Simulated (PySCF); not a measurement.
**CH4BClO: electronic excitations at several levels of theory**

How much do the electronic excitations of CH4BClO (`CB(O)Cl`) depend on the level of theory, and what does each level cost?

Programs: PySCF 2.14.0, with density-fitted response routines of our own. Each step states its level of theory. These are calculated values for one molecule in the gas phase, unless marked as measured. Atoms count from 0, in the outputs and in this text.

## 1. Starting geometry

8 atoms, charge 0, multiplicity 1; geometry from: PBE0-D3(BJ)/def2-SVP.

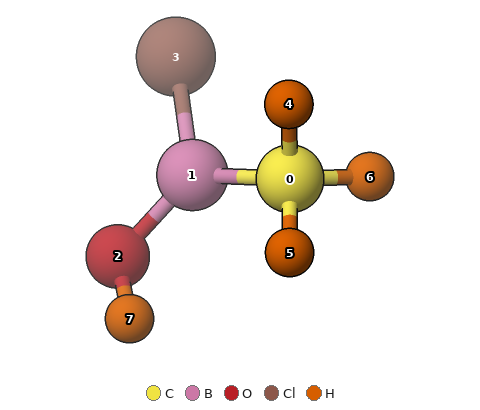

The starting geometry (carbon yellow, boron pink, oxygen red, chlorine brown, hydrogen orange), atoms numbered.

## 2. TDDFT and polarisability: wB97X-D/def2-SVPD

The job: settings as JSON, then the geometry in Å.

```
{"job": {"kind": "uv", "xc": "wB97X-D", "basis": "def2-SVPD", "ip": true}, "charge": 0, "multiplicity": 1}
C     -0.509039     0.383256     0.821417
B      0.949240     0.962109     0.832593
O      2.065200     0.257046     0.565215
Cl     1.207372     2.669932     1.237504
H     -1.162702     0.998086     0.183205
H     -0.573734    -0.662644     0.483608
H     -0.933729     0.441986     1.837272
H      1.877586    -0.661071     0.344244
```

Method: TDDFT wB97X-D/def2-SVPD, vertical, gas phase, core orbitals frozen in the response.

The run is started by

```
OMP_NUM_THREADS=1 python probes_run.py task.json out
```

One launch serves the whole session: the jobs run in the order shown.

Output:

```text
coarse grid: 7368 points
cycle   1  E = -600.4624407017  dE =  3.928e-01  |g| = 6.219e-01  |ddm| = 3.173e+00
cycle   2  E = -600.4578566836  dE =  4.584e-03  |g| = 7.009e-01  |ddm| = 1.173e+00
cycle   3  E = -600.5450133490  dE = -8.716e-02  |g| = 6.163e-02  |ddm| = 5.641e-01
cycle   4  E = -600.5458744883  dE = -8.611e-04  |g| = 1.930e-02  |ddm| = 9.986e-02
cycle   5  E = -600.5459802691  dE = -1.058e-04  |g| = 3.797e-03  |ddm| = 2.981e-02
cycle   6  E = -600.5459849291  dE = -4.660e-06  |g| = 8.719e-04  |ddm| = 8.291e-03
final grid: 66864 points
cycle   7  E = -600.6212517591  dE = -8.159e-05  |g| = 4.677e-03  |ddm| = 8.257e-02
cycle   8  E = -600.6212540684  dE = -2.309e-06  |g| = 4.086e-03  |ddm| = 1.404e-02
cycle   9  E = -600.6212572823  dE = -3.214e-06  |g| = 7.194e-04  |ddm| = 3.773e-03
cycle  10  E = -600.6212573908  dE = -1.085e-07  |g| = 2.881e-04  |ddm| = 1.157e-03
cycle  11  E = -600.6212574129  dE = -2.206e-08  |g| = 5.050e-05  |ddm| = 4.748e-04
cycle  12  E = -600.6212574138  dE = -9.551e-10  |g| = 1.457e-05  |ddm| = 9.077e-05
converged SCF energy = -600.6212574138

Static polarisability (au): isotropic 44.717, principal 36.449 45.140 52.563

Singlet excitations
state   eV       nm        f      main configurations
  1   7.3259    169.2   0.00068   H->L+1 0.97
  2   8.1563    152.0   0.06437   H->L 0.87
  3   8.2466    150.3   0.00080   H-2->L+1 0.97
  4   8.2821    149.7   0.11144   H-1->L+1 0.91
  5   8.4945    146.0   0.01091   H-1->L 0.88
  6   8.8477    140.1   0.01906   H-2->L 0.81, H->L+2 0.09
  7   9.4565    131.1   0.04707   H-3->L 0.54, H-1->L+2 0.33
  8   9.5292    130.1   0.02543   H->L+5 0.30, H->L+3 0.26, H->L+2 0.24
  9   9.7019    127.8   0.00374   H-4->L+1 0.93
 10   9.7404    127.3   0.00506   H->L+2 0.48, H->L+5 0.23

Triplet excitations (Tamm-Dancoff, eV): 7.0664 7.3828 7.8428 8.0331
Vertical ionisation energy (delta-SCF) = 11.3687 eV
```

Run time: 33 s. Hardware: 1 thread of Arm Neoverse V1, shared host; peak memory 0.54 GiB.

Frontier orbitals and where they lie:

```csv
orbital,eV,atoms
HOMO−3,-12.75,"O2 47 %, C0 20 %, B1 9 %"
HOMO−2,-11.77,"O2 28 %, Cl3 23 %, C0 22 %"
HOMO−1,-11.08,"Cl3 78 %, O2 11 %, B1 9 %"
HOMO,-10.66,"Cl3 76 %, C0 9 %, B1 9 %"
LUMO,1.34,"B1 53 %, O2 15 %, H7 10 %"
LUMO+1,1.96,"B1 41 %, O2 19 %, Cl3 17 %"
LUMO+2,2.87,"Cl3 34 %, O2 26 %, H7 15 %"
```

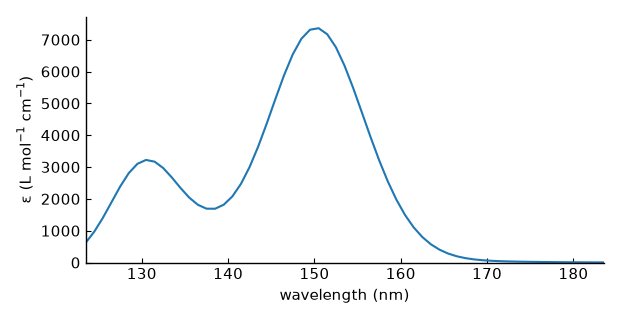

Absorption spectrum: each of the 10 states is a Gaussian band of 0.4 eV half-width at 1/e. Beyond the last state computed it falls off for lack of states.

Ground-state properties from the same run:

```csv
property,computed
dipole moment (D),3.06
polarisability (Å³),6.63
HOMO–LUMO gap (eV),12.01
−ε(HOMO) (eV),10.66
```

## 3. Excited states and response: LC-wPBE/def2-SVPD

Same as in step 2 but for these lines:

```diff
@@ -1,2 +1,2 @@
-{"job": {"kind": "uv", "xc": "wB97X-D", "basis": "def2-SVPD", "ip": true}, "charge": 0, "multiplicity": 1}
+{"job": {"kind": "uv", "xc": "LC-wPBE", "basis": "def2-SVPD", "ip": true}, "charge": 0, "multiplicity": 1}
 C     -0.509039     0.383256     0.821417
```

With the program's defaults for keys left out, this is: TDDFT LC-wPBE/def2-SVPD, vertical, gas phase, core orbitals frozen in the response.

Output:

```text
coarse grid: 7368 points
cycle   1  E = -600.2736883291  dE =  4.375e-01  |g| = 6.111e-01  |ddm| = 3.129e+00
cycle   2  E = -600.2901163467  dE = -1.643e-02  |g| = 6.184e-01  |ddm| = 1.109e+00
cycle   3  E = -600.3569710009  dE = -6.685e-02  |g| = 5.835e-02  |ddm| = 5.014e-01
cycle   4  E = -600.3578092602  dE = -8.383e-04  |g| = 2.023e-02  |ddm| = 9.892e-02
cycle   5  E = -600.3579359117  dE = -1.267e-04  |g| = 4.167e-03  |ddm| = 3.238e-02
cycle   6  E = -600.3579427072  dE = -6.795e-06  |g| = 9.315e-04  |ddm| = 9.311e-03
final grid: 66864 points
cycle   7  E = -600.4534013373  dE = -2.215e-05  |g| = 2.637e-03  |ddm| = 3.190e-02
cycle   8  E = -600.4534024131  dE = -1.076e-06  |g| = 1.773e-03  |ddm| = 6.312e-03
cycle   9  E = -600.4534031608  dE = -7.477e-07  |g| = 2.238e-04  |ddm| = 2.113e-03
cycle  10  E = -600.4534031740  dE = -1.317e-08  |g| = 1.636e-04  |ddm| = 3.833e-04
cycle  11  E = -600.4534031797  dE = -5.680e-09  |g| = 2.237e-05  |ddm| = 1.494e-04
cycle  12  E = -600.4534031800  dE = -3.802e-10  |g| = 6.759e-06  |ddm| = 5.729e-05
converged SCF energy = -600.4534031800

Static polarisability (au): isotropic 43.794, principal 35.746 44.223 51.414

Singlet excitations
state   eV       nm        f      main configurations
  1   7.5553    164.1   0.00081   H->L+1 0.93
  2   8.4020    147.6   0.00054   H-2->L+1 0.93
  3   8.5420    145.1   0.13293   H-1->L+1 0.92
  4   8.6958    142.6   0.07080   H->L 0.78
  5   8.9732    138.2   0.01068   H-1->L 0.78
  6   9.2187    134.5   0.01293   H-2->L 0.70, H->L+2 0.12
  7   9.7708    126.9   0.05629   H-3->L 0.43, H-1->L+2 0.36
  8   9.8716    125.6   0.01154   H->L+5 0.42, H->L+3 0.17
  9   9.9757    124.3   0.00436   H-4->L+1 0.91
 10  10.1389    122.3   0.14367   H-3->L+1 0.81

Triplet excitations (Tamm-Dancoff, eV): 7.1501 7.5214 7.9842 8.4628
Vertical ionisation energy (delta-SCF) = 11.5429 eV
```

Wall time 44 s (1 thread of Arm Neoverse V1, shared host); peak memory 0.52 GiB.

Key values: HOMO -11.61 eV, LUMO 1.35 eV; lowest singlet 7.56 eV.

## 4. Ultraviolet spectrum: PBE0/6-31G*

Same as in step 3 but for these lines:

```diff
@@ -1,2 +1,2 @@
-{"job": {"kind": "uv", "xc": "LC-wPBE", "basis": "def2-SVPD", "ip": true}, "charge": 0, "multiplicity": 1}
+{"job": {"kind": "uv", "xc": "PBE0", "basis": "6-31G*"}, "charge": 0, "multiplicity": 1}
 C     -0.509039     0.383256     0.821417
```

Method: TDDFT PBE0/6-31G*, vertical, gas phase, core orbitals frozen in the response.

Output:

```text
coarse grid: 7368 points
cycle   1  E = -600.4986559639  dE =  3.596e-01  |g| = 6.475e-01  |ddm| = 2.512e+00
cycle   2  E = -600.4248991525  dE =  7.376e-02  |g| = 9.105e-01  |ddm| = 1.157e+00
cycle   3  E = -600.5829895557  dE = -1.581e-01  |g| = 1.105e-01  |ddm| = 7.114e-01
cycle   4  E = -600.5858801207  dE = -2.891e-03  |g| = 1.939e-02  |ddm| = 1.138e-01
cycle   5  E = -600.5859663912  dE = -8.627e-05  |g| = 5.616e-03  |ddm| = 1.941e-02
cycle   6  E = -600.5859747323  dE = -8.341e-06  |g| = 9.017e-04  |ddm| = 6.970e-03
final grid: 66864 points
cycle   7  E = -600.5505205636  dE = -1.317e-05  |g| = 6.630e-03  |ddm| = 1.567e-02
cycle   8  E = -600.5505136130  dE =  6.951e-06  |g| = 8.871e-03  |ddm| = 1.208e-02
cycle   9  E = -600.5505312795  dE = -1.767e-05  |g| = 9.384e-04  |ddm| = 6.847e-03
cycle  10  E = -600.5505314549  dE = -1.754e-07  |g| = 8.938e-05  |ddm| = 6.934e-04
cycle  11  E = -600.5505314566  dE = -1.729e-09  |g| = 3.633e-05  |ddm| = 1.612e-04
cycle  12  E = -600.5505314570  dE = -3.836e-10  |g| = 8.617e-06  |ddm| = 6.335e-05
converged SCF energy = -600.5505314570

Static polarisability (au): isotropic 33.844, principal 23.754 32.304 45.474

Singlet excitations
state   eV       nm        f      main configurations
  1   7.2585    170.8   0.00122   H->L 0.99
  2   8.1597    151.9   0.00052   H-2->L 0.98
  3   8.2293    150.7   0.09624   H-1->L 0.95
  4   9.1908    134.9   0.01006   H->L+1 0.95
  5   9.4485    131.2   0.00004   H-1->L+1 0.88
  6   9.6225    128.8   0.00796   H-4->L 0.93
  7   9.8407    126.0   0.10781   H-3->L 0.55, H-2->L+1 0.35
  8  10.0154    123.8   0.10982   H-2->L+1 0.55, H-3->L 0.37
  9  10.5948    117.0   0.00385   H-3->L+1 0.74, H-1->L+3 0.09
 10  10.6427    116.5   0.04875   H->L+2 0.83

Triplet excitations (Tamm-Dancoff, eV): 6.9465 7.1957 7.6940 8.1835
```

Run time: 3.5 s. Hardware: 1 thread of Arm Neoverse V1, shared host; peak memory 0.36 GiB.

In short: HOMO -8.53 eV, LUMO 0.44 eV; lowest singlet 7.26 eV.

## 5. TDDFT and polarisability: PBE0/def2-SVP

Same as in step 4 but for these lines:

```diff
@@ -1,2 +1,2 @@
-{"job": {"kind": "uv", "xc": "PBE0", "basis": "6-31G*"}, "charge": 0, "multiplicity": 1}
+{"job": {"kind": "uv", "xc": "PBE0", "basis": "def2-SVP"}, "charge": 0, "multiplicity": 1}
 C     -0.509039     0.383256     0.821417
```

Level: TDDFT PBE0/def2-SVP, vertical, gas phase, core orbitals frozen in the response.

Output:

```text
coarse grid: 7368 points
cycle   1  E = -600.1823081715  dE =  3.190e-01  |g| = 6.315e-01  |ddm| = 2.762e+00
cycle   2  E = -600.1064767874  dE =  7.583e-02  |g| = 9.037e-01  |ddm| = 1.176e+00
cycle   3  E = -600.2612606060  dE = -1.548e-01  |g| = 1.062e-01  |ddm| = 7.286e-01
cycle   4  E = -600.2638556178  dE = -2.595e-03  |g| = 1.994e-02  |ddm| = 1.166e-01
cycle   5  E = -600.2639454483  dE = -8.983e-05  |g| = 5.926e-03  |ddm| = 2.099e-02
cycle   6  E = -600.2639541777  dE = -8.729e-06  |g| = 8.266e-04  |ddm| = 6.860e-03
final grid: 66864 points
cycle   7  E = -600.3338048173  dE = -1.621e-05  |g| = 6.916e-03  |ddm| = 1.606e-02
cycle   8  E = -600.3337956309  dE =  9.186e-06  |g| = 9.692e-03  |ddm| = 1.266e-02
cycle   9  E = -600.3338159019  dE = -2.027e-05  |g| = 9.038e-04  |ddm| = 7.278e-03
cycle  10  E = -600.3338160720  dE = -1.701e-07  |g| = 9.228e-05  |ddm| = 7.543e-04
cycle  11  E = -600.3338160738  dE = -1.782e-09  |g| = 3.639e-05  |ddm| = 1.406e-04
cycle  12  E = -600.3338160741  dE = -3.533e-10  |g| = 8.455e-06  |ddm| = 5.497e-05
converged SCF energy = -600.3338160741

Static polarisability (au): isotropic 33.737, principal 25.554 32.938 42.720

Singlet excitations
state   eV       nm        f      main configurations
  1   7.2104    172.0   0.00148   H->L 0.99
  2   8.1790    151.6   0.00102   H-2->L 0.99
  3   8.2231    150.8   0.08870   H-1->L 0.95
  4   8.5706    144.7   0.02033   H->L+1 0.97
  5   8.8726    139.7   0.00023   H-1->L+1 0.96
  6   9.3732    132.3   0.02781   H-2->L+1 0.92
  7   9.6117    129.0   0.00621   H-4->L 0.97
  8   9.9028    125.2   0.04148   H->L+2 0.49, H-3->L 0.44
  9  10.0299    123.6   0.16721   H->L+2 0.45, H-3->L 0.44
 10  10.0792    123.0   0.01231   H-3->L+1 0.69, H-1->L+2 0.23

Triplet excitations (Tamm-Dancoff, eV): 6.9263 7.1353 7.6782 8.2475
```

Wall time 4.3 s (1 thread of Arm Neoverse V1, shared host); peak memory 0.39 GiB.

This run: HOMO -8.46 eV, LUMO 0.45 eV; lowest singlet 7.21 eV.

## 6. TDDFT and polarisability: PBE0/def2-TZVP

Same as in step 5 but for these lines:

```diff
@@ -1,2 +1,2 @@
-{"job": {"kind": "uv", "xc": "PBE0", "basis": "def2-SVP"}, "charge": 0, "multiplicity": 1}
+{"job": {"kind": "uv", "xc": "PBE0", "basis": "def2-TZVP"}, "charge": 0, "multiplicity": 1}
 C     -0.509039     0.383256     0.821417
```

Level: TDDFT PBE0/def2-TZVP, vertical, gas phase, core orbitals frozen in the response.

Output:

```text
coarse grid: 7368 points
cycle   1  E = -600.5666248468  dE =  3.507e-01  |g| = 6.717e-01  |ddm| = 2.032e+00
cycle   2  E = -600.4757153713  dE =  9.091e-02  |g| = 9.899e-01  |ddm| = 9.246e-01
cycle   3  E = -600.6504981194  dE = -1.748e-01  |g| = 1.157e-01  |ddm| = 5.699e-01
cycle   4  E = -600.6533749127  dE = -2.877e-03  |g| = 2.775e-02  |ddm| = 9.315e-02
cycle   5  E = -600.6535267184  dE = -1.518e-04  |g| = 5.588e-03  |ddm| = 1.786e-02
cycle   6  E = -600.6535339138  dE = -7.195e-06  |g| = 1.828e-03  |ddm| = 5.663e-03
final grid: 66864 points
cycle   7  E = -600.6497291032  dE = -4.622e-05  |g| = 7.824e-03  |ddm| = 4.500e-02
cycle   8  E = -600.6497184428  dE =  1.066e-05  |g| = 1.072e-02  |ddm| = 9.969e-03
cycle   9  E = -600.6497422110  dE = -2.377e-05  |g| = 1.189e-03  |ddm| = 5.640e-03
cycle  10  E = -600.6497424519  dE = -2.409e-07  |g| = 2.380e-04  |ddm| = 7.013e-04
cycle  11  E = -600.6497424627  dE = -1.074e-08  |g| = 5.865e-05  |ddm| = 1.738e-04
cycle  12  E = -600.6497424634  dE = -6.629e-10  |g| = 1.715e-05  |ddm| = 5.307e-05
converged SCF energy = -600.6497424634

Static polarisability (au): isotropic 41.511, principal 32.708 41.279 50.544

Singlet excitations
state   eV       nm        f      main configurations
  1   7.1251    174.0   0.00089   H->L 0.99
  2   7.9939    155.1   0.04168   H->L+1 0.84, H-1->L 0.14
  3   8.0656    153.7   0.00065   H-2->L 0.98
  4   8.0951    153.2   0.07295   H-1->L 0.81, H->L+1 0.13
  5   8.3494    148.5   0.00145   H-1->L+1 0.97
  6   8.8089    140.7   0.02782   H-2->L+1 0.94
  7   9.3127    133.1   0.01641   H->L+2 0.91
  8   9.4469    131.2   0.00042   H-4->L 0.89
  9   9.5173    130.3   0.02433   H-3->L+1 0.61, H-1->L+2 0.27
 10   9.7248    127.5   0.14470   H-3->L 0.84

Triplet excitations (Tamm-Dancoff, eV): 6.8172 7.0538 7.5772 7.8520
```

Run time: 17 s. Hardware: 1 thread of Arm Neoverse V1, shared host; peak memory 0.61 GiB.

This run: HOMO -8.68 eV, LUMO 0.18 eV; lowest singlet 7.13 eV.

[end of part 1 of 2]
